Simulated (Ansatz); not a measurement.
# BeInH3 (model cell, started as cubic perovskite with Be in the octahedra): following an unstable mode, part 3 of 3

Wanted: the energy along a soft mode of BeInH3 (model cell, started as cubic perovskite with Be in the octahedra) and the structure at the end.

Ansatz 0.2.0; DFT LDA, scalar-relativistic, plane waves, PAW; PAW set soft_1.

So far. Step 5 (Energy along the mode, all amplitudes (two of the runs …): The lowest of the steps tried is at 0.22 Å, 12.6 meV/atom below the parent; the bottom of the well need not coincide with a step. Step 7 (The new phase in its own primitive cell): The largest force component left is 0.32 meV/Å and the pressure is 0.002 GPa, within the tolerances set. The cell now holds 10.48 Å³/atom.

The structure was built from a prototype and need not be the compound's stable phase.

### 8. Modes of the new phase, k-mesh 12×8×8

A relaxed structure may still be a saddle point, so its zone-centre modes are computed. No field response is asked, since the mesh shows no gap.

input.yaml

```yaml
crystal:
  lattice:
    - [2.7767122955, 0.0, 0.0]
    - [0.0, 3.1136460774, 3.0296527275]
    - [0.0, -3.1136460774, 3.0296527275]
  atoms:
    - { symbol: In, position: [0.0, 0.0179402403, 0.0179402403] }
    - { symbol: Be, position: [0.5, 0.5640265159, 0.5640265159] }
    - { symbol: H, position: [0.5, 0.4966921033, 0.8854164383] }
    - { symbol: H, position: [0.5, 0.8854164383, 0.4966921033] }
    - { symbol: H, position: [0.0, 0.4357124776, 0.4357124776] }
kpoints:
  mp_grid: { grid: [12, 8, 8] }
hamiltonian:
  xc: lda
  pseudopotentials: { kind: paw, azcp: { folder: soft_1 }, xc_functional: pbe }
scf:
  occupations: { method: methfessel_paxton, width: 0.2 }
output:
  eigenvalues: true
phonons:
  method: dfpt
```

Started as:

```sh
$ ansatz run input.yaml --threads 4 --pin off --max-ram 16384MiB --backend cpu --events-out ev --progress --plain --runs-dir out
```

Numbers of over 12 decimals in the logs are rounded to 6 here.

Log:

```text
zone centre: on kpoints.mp_grid the ground state, and the responses unless they are solved on pairs of k-points, stand on 238 of the mesh's 768 k-points, reduced under 2 symmetry operations, with k and −k counted as one. Each operation leaves every solved displacement unchanged or reverses it
[...]
Crystal: 5 atoms, lattice volume = 52.387 Å³
Basis set: ecut = 420 eV, 1037 PW (Γ), exchange–correlation on 40×60×60 points (8 copies of the dense FFT grid, shifted against one another)
Bands: 14, of which v1, the nominal top of the filled ones, is band 9 counted from 1 (8 counted from 0)
Symmetry: 4 space group operations
k-points: 238 of 768 (irreducible under 2 space group operations, time reversal used)
[...]
SCF iter   1: F=—  HF=-5592.138683 eV  |F-HF|=—  |Δ(HF+E_count)|=         —  Δρ=6.64e-2  dr2=3.16e0  ethr=3.10e-3  ⟨swp⟩=5.1  Hψ=18975  notcnv=0
[...]
SCF iter  11: F=-5590.972769 eV  HF=-5590.972769 eV  |F-HF|=9.09e-13  |Δ(HF+E_count)|=  2.82e-11  S|Δr|=    0.00e0  Δρ=1.98e-8  dr2=9.37e-14  ethr=1.00e-12  ⟨swp⟩=11.0  Hψ=16476  notcnv=0
the search or the solves at the SCF's close seem to have found levels that the self-consistency loop had missed (the run counts 2). By its estimate they hold under 1e-12 electrons; where the run keeps them, the occupations were computed again with them
SCF 1 converged in 11 iterations: F = -5590.972769 eV  dr2 = 9.37e-14
[...]
DFPT response loops at Γ: preconditioner auto → Kerker (q_TF=auto, 2.283 Å⁻¹) (partly filled bands, converged f_vac=0.000); β = 1.00, the filter's whole step (`scf.mixing.beta` (0.50) is not read by the response loops under this deck's `scf.mixing.preconditioner`; to damp them name `kerker` or `kerker_dos`, under which they read `scf.mixing.beta`, and type it under 1.00, their step now; both keys bind the ground state too); Broyden in place of MSR1
SCF converged after 11 iterations
[...]
Free energy (F): -5590.972769 eV
[...]
Internal energy: -5590.976023 eV  (E = F + TS)
E sigma→0 (E₀):  -5590.973583 eV
Entropy (-TS):   0.003254 eV (0.651 meV/atom)
Fermi energy:    5.120658 eV
[...]
--- Band table (eV; the first three rows and the last of 238) ---
  k-point 0: bands = [... 5 lower, -4.0882, 1.7954, 2.1314, 3.6832, 6.6843, 8.5574, 11.0546, 13.5284, ... 1 higher]
  k-point 1: bands = [... 5 lower, -3.9709, 1.1750, 2.1139, 4.1168, 6.8162, 8.5782, 10.7615, 13.5952, ... 1 higher]
  k-point 2: bands = [... 5 lower, -3.6196, -0.0199, 2.3183, 4.5753, 6.6952, 9.0023, 10.3738, 13.7705, ... 1 higher]
  k-point 237: bands = [... 5 lower, 1.4167, 2.3648, 2.8611, 4.3988, 5.0904, 6.8086, 7.2300, 7.3926, ... 1 higher]
--- Phonons (Γ-DFPT): 12 representative perturbations + reference, on 238 of 768 k-points (Σ response iterations 39) ---
  k mesh reduced under 2 symmetry operations, with k and −k counted as one. Each operation leaves every solved displacement unchanged or reverses it
  ASR residual: 1.167e-5 → 0.000e0 eV/Å²; symmetrization residual: 5.673e-7 eV/Å²
  ASR residual per site (eV/Å²): 1.17e-5 3.11e-6 1.91e-6 1.91e-6 7.61e-6
[...]
non-analytic LO–TO correction: not included (Born effective charges unavailable; polar crystals: no LO–TO splitting at Γ)
```

Elapsed: 39 s, on 4 threads of Arm Neoverse V1, shared host; peak memory 0.79 GiB; 2.4 min of CPU time.

Numbers from this step:

| Property | Result |
| --- | --- |
| sum-rule residual before enforcement | 1.17e-5 eV/Å² |
| point group | mm2 |
| highest optical mode at the zone centre (no LO-TO term) | 1601 cm⁻¹ |
| lowest optical zone-centre mode | -211.4 cm⁻¹ |

Patterns of degenerate modes are one choice out of their space. Modes at Γ, with each element's share of the kinetic energy (negative means imaginary):

```csv
mode,frequency (cm⁻¹),symmetry,In %,Be %,H %
1,-211.4,B1,9,52,39
2,-166.2,B2,0,0,100
3,0.0,acoustic,91,7,2
4,0.0,acoustic,91,7,2
5,0.0,acoustic,91,7,2
6,160.4,A1,9,64,26
7,160.8,B2,9,66,24
8,471.6,B1,0,37,62
9,523.7,A2,0,0,100
10,639.3,A1,0,17,83
11,708.3,B2,0,15,85
12,1014.4,A1,0,7,93
13,1150.5,B1,0,4,96
14,1582.7,A1,0,5,95
15,1600.6,B2,0,11,89
```

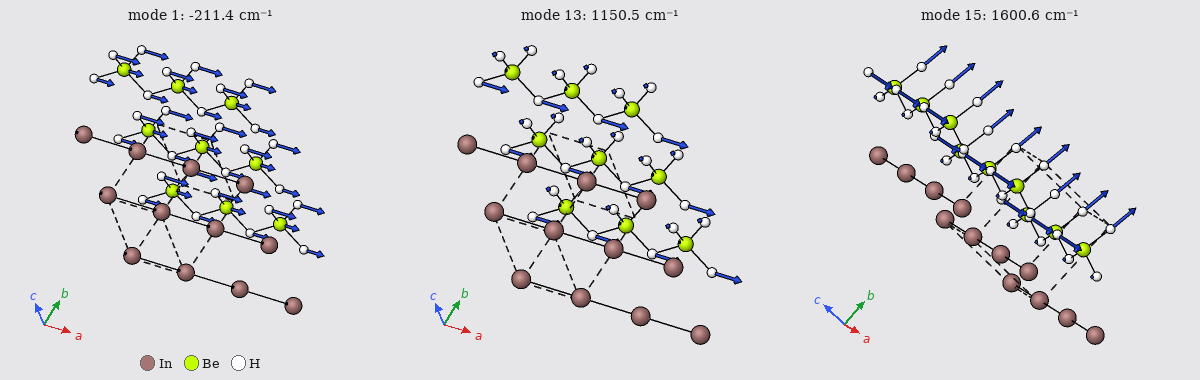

Displacement patterns of modes 1, 13 and 15 at Γ; arrows are exaggerated. 3×1×3 cells are drawn. Some periodic images of atoms are drawn too.

Before it was imposed, the acoustic sum rule was missed by 1.2e-5 eV/Å². Small misses are needed for a sound result but don't prove that mesh and cutoff are converged. The lowest optical mode is imaginary, 211.4i cm⁻¹, so the energy falls along it.

### 9. The phases reached

The phases reached along the modes that were followed are set side by side.

Energies are those of the first relaxation, on the mesh of the frozen mode; space group, volume and gap are those of the last relaxation. Phases, by row:

```csv
mode frozen in,space group,energy from parent (meV/atom),volume (Å³/atom),gap on mesh (eV),lowest zone-centre optical mode (cm⁻¹),largest shift (Å)
parent,Pm-3m,0,8.801,0,–,–
"q = (0, -0.5, -0.5), 697i cm⁻¹",P4/nmm,-60.15,9.92,0,-1137,0.809
"q = (0, 0, 0), 599i cm⁻¹",P4mm,-114.3,9.95,0,-122.2,0.926
"q = (0, 0, 0), 599i cm⁻¹",R3m,-91.04,10,0,107.6,0.858
"q = (0, 0, 0), 599i cm⁻¹",Amm2,-124.8,10.48,0,-211.4,0.51
```

### 10. Outcome

```json
{"unstable mode of the parent": "q = (0, 0, 0), 599i cm⁻¹", "depth at the lowest point sampled": "12.6 meV/atom", "largest atomic shift at that point": "0.22 Å", "space group reached (within 0.01 Å)": "Amm2", "energy gained over the parent (first relaxation, on the mesh of the frozen mode)": "125 meV/atom", "volume per atom, phase reached": "10.5 Å³", "lowest optical zone-centre mode, phase reached": "-211 cm⁻¹", "highest optical mode at the zone centre (no LO-TO term), phase reached": "1601 cm⁻¹"}
```

**Reading.** Along this mode the structure falls into Amm2, 125 meV/atom below the parent. At the parent's cell the well is 12.57 meV/atom deep on the steps tried, with its lowest point at a shift of 0.22 Å. Relaxing atoms and cell changes the gain by +112.24 meV/atom against the lowest step (energies at zero smearing). Most of the total comes from this relaxation. The new phase still has an imaginary mode at the zone centre of its cell, so it is a saddle point on the way to a lower structure. Of the 4 patterns followed to their end from this parent, this one reaches the lowest energy. Each path keeps the symmetry of its pattern, so a lower phase may lie along a pattern not tried. With no gap, or one that is small against the smearing, the frequencies hang on the k mesh and the smearing, most of all near Kohn anomalies. The PAW files were made for PBE and serve the other functionals too. The starting cell was built on a prototype and not taken from a measurement, so the phase need not exist.

[Logs are printed without paths, hosts, clocks, repeated set-up lines and the standing remarks that a program may print on its own settings, such as how far it seeks lower states.]

[Hosts, paths, dates, database ids (printed as entryN), source tags and the programs' standing remarks are cut or masked in the printed files.]
